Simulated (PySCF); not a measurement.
C$_{6}$H$_{4}$S$_{2}$, SMILES `c1csc2ccsc12`.

Method: BLYP/def2-SVP; geometry: GFN2-xTB; program: PySCF. No frequency check shows the geometry to be a minimum. GFN2-xTB bond lengths at metals and heavier atoms can be off by up to 0.1 Å and shapes distorted, which carries into these values.

The calculation's input:

```python
import numpy as np
from pyscf import gto, scf, dft, lo
from pyscf.data.elements import chemcore

def solve(mol, dm0=None, hcore=None):
    mf = (dft.UKS if mol.spin else dft.RKS)(mol, xc='blyp')
    mf.grids.level = 3
    mf = mf.density_fit(auxbasis='def2-universal-jkfit')
    mf.conv_tol, mf.max_cycle = 1e-8, 80
    if hcore is not None:
        mf.get_hcore = lambda *args: hcore
    mf.kernel(dm0)
    if not mf.converged:
        mf = mf.newton().run(mf.mo_coeff, mf.mo_occ, max_cycle=30)
    assert mf.converged, 'SCF not converged'
    return mf

mol = gto.M(atom='''
C      0.89584    -1.56843     0.00000
C      2.07848    -0.90367     0.00000
S      1.91066     0.82092     0.00000
C      0.18982     0.66807     0.00000
C     -0.89584     1.56843     0.00000
C     -2.07848     0.90367     0.00000
S     -1.91066    -0.82092     0.00000
C     -0.18982    -0.66807     0.00000
H      0.79966    -2.63825     0.00000
H      3.06630    -1.31994     0.00000
H     -0.79966     2.63825     0.00000
H     -3.06630     1.31994     0.00000
''', basis='def2-svp', charge=0, spin=0, verbose=4)
mf = solve(mol)
occ_all = mf.mo_coeff[:, mf.mo_occ > 0]
occ = occ_all[:, chemcore(mol):]
loc = lo.ibo.ibo(mol, occ, iaos=lo.iao.iao(mol, occ_all))
fock, s = mf.get_fock(), mf.get_ovlp()
ortho = lo.orth_ao(mol, 'meta_lowdin')
ortho = lo.vec_lowdin(lo.iao.iao(mol, occ_all), s)
labels = lo.iao.reference_mol(mol).ao_labels(fmt=None)
vir = lo.vvo.livvo(mol, occ_all, mf.mo_coeff[:, mf.mo_occ == 0])
both = np.hstack([loc, vir])
p = (ortho.T @ s @ both) ** 2
pop = np.array([p[[l[0] == a for l in labels]].sum(0) for a in range(mol.natm)])
spd = np.array([[p[[l[0] == a and l[2][-1] == k for l in labels]].sum(0) for k in 'spd'] for a in range(mol.natm)])
eps = np.einsum('pi,pq,qi->i', both, fock, both)
for i in np.argsort(eps):
    top = np.argsort(-pop[:, i])[:3]
    print('%3d %s %9.4f Eh ' % (i + 1, 'occ' if i < loc.shape[1] else 'vir', eps[i]), '  '.join('%s%d %.3f' % (mol.atom_symbol(a), a + 1, pop[a, i]) for a in top))
np.savez('result.npz', c=both, nocc=loc.shape[1], pop=pop, spd=spd, eps=eps, e=mf.e_tot)
```

Launched as:

```sh
OMP_NUM_THREADS=1 python input.py
```

The run took 29 s on 1 thread of Arm Neoverse V2 (shared host), peak memory 0.55 GiB.

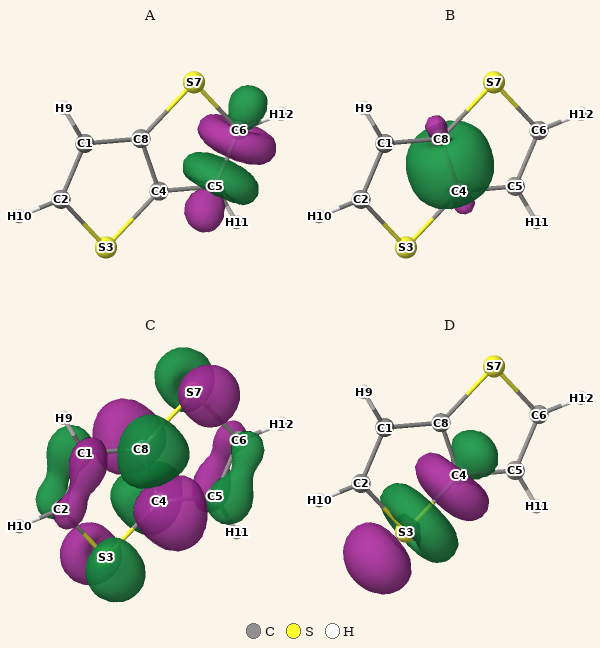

Intrinsic bond orbitals (IBO), occupied and valence-virtual; each surface holds about 85 % of the orbital's density. Energies are diagonal elements of the Fock matrix.

Question: Identify each orbital.

Answer: By panel:
- A: σ* orbital C5–C6 (C5 50 %, C6 49 %; 14.0 eV)
- B: σ bond C8–C4 (C8 49 %, C4 49 %; −14.8 eV)
- C: delocalised π* orbital mainly over C4, C8, S3 and S7 (C4 37 %, C8 37 %, S3 8 %; 1.3 eV)
- D: σ* orbital S3–C4 (S3 50 %, C4 49 %; 4.3 eV)

Question: Which has the smallest and which the largest spatial spread?

Answer: Smallest: B (0.81 Å); largest: C (1.57 Å).
